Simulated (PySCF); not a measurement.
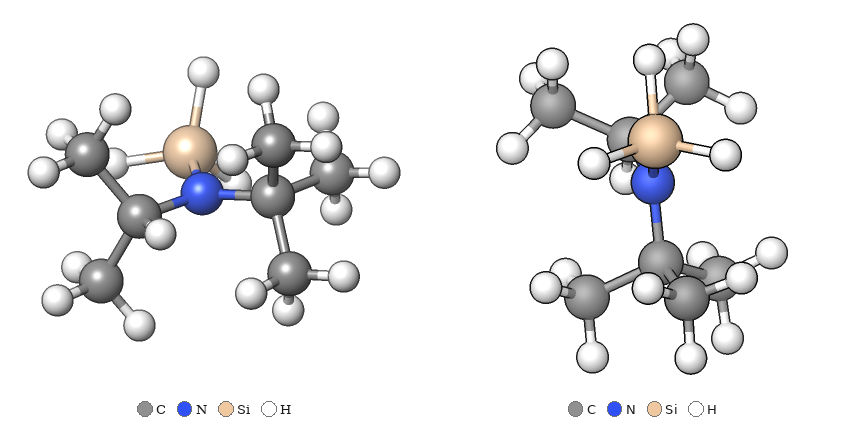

Two views of one molecule.

Description:

It has 28 atoms: 7 carbon, 19 hydrogen, 1 nitrogen and 1 silicon (C7H19NSi). As SMILES it reads `CC(C)N([SiH3])C(C)(C)C`. It has no ring. Among its groups: Si–H bond, Si–N bond. Coordination: 7 C tetrahedral; 1 N trigonal planar; 1 Si tetrahedral.

The parts below concern this one geometry. Atoms keep their numbers from picture to picture. The computed structure is the end point of a PBE0-D3(BJ)/def2-SVP optimisation. No frequency run is at hand to confirm it as a minimum.

### Electronic properties

No frequency run is at hand to confirm it as a minimum. Level of theory: PBE0/pcSseg-1 in water (IEF-PCM) (PySCF 2.14.0).

What is the HOMO energy (Kohn–Sham orbital)?

Answer. −6.07 eV.

What is the LUMO energy (Kohn–Sham orbital)?

Answer. 1.09 eV.

Give the dipole moment at this level.

Answer. 1.88 D.

### NMR shielding

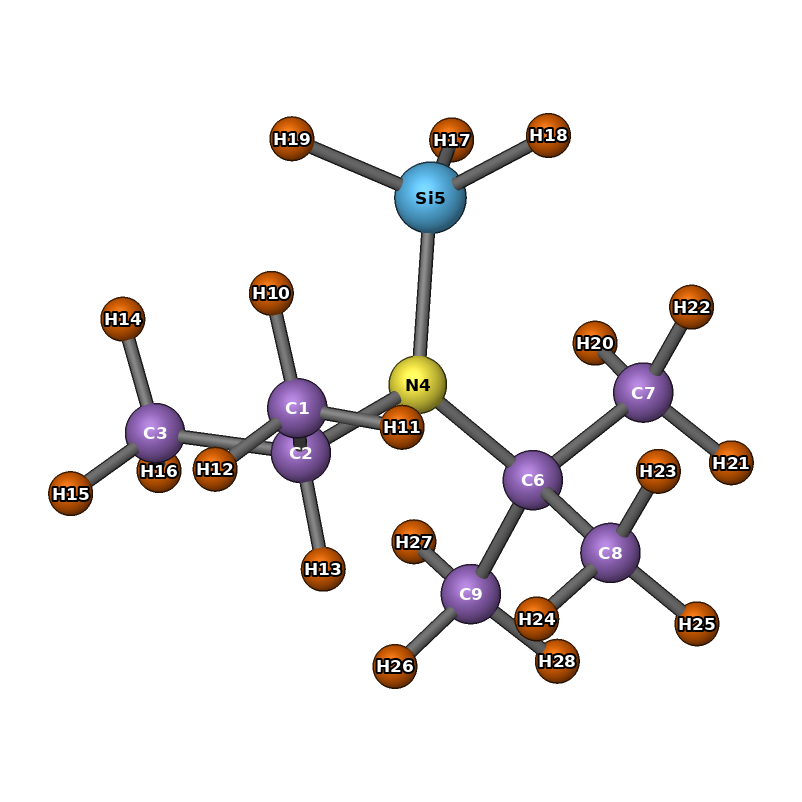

The questions are on isotropic NMR shieldings of the H atoms. No frequency run is at hand to confirm it as a minimum. Method: GIAO PBE0/pcSseg-1 NMR shielding, non-relativistic, IEF-PCM methanol (PySCF 2.14.0).

List the isotropic NMR shieldings of the H atoms.

```csv
atom,σ (ppm)
H10,30.01
H11,30.11
H12,30.23
H13,28.19
H14,29.92
H15,30.30
H16,30.28
H17,26.76
H18,26.68
H19,26.58
H20,29.71
H21,30.09
H22,29.73
H23,30.22
H24,29.68
H25,30.46
H26,29.56
H27,30.41
H28,30.37
```

### Charges

The questions are on IAO charges. No frequency run is at hand to confirm it as a minimum. Method: PBE0/pcSseg-1 in methanol (IEF-PCM) (PySCF 2.14.0).

Give the IAO charges atom by atom.

```tsv
atom	value (e)
C1	−0.42
C2	0.01
C3	−0.42
N4	−0.52
Si5	0.69
C6	0.16
C7	−0.42
C8	−0.42
C9	−0.42
H10	0.13
H11	0.14
H12	0.14
H13	0.13
H14	0.13
H15	0.14
H16	0.14
H17	−0.14
H18	−0.16
H19	−0.12
H20	0.14
H21	0.15
H22	0.14
H23	0.14
H24	0.13
H25	0.14
H26	0.13
H27	0.14
H28	0.14
```
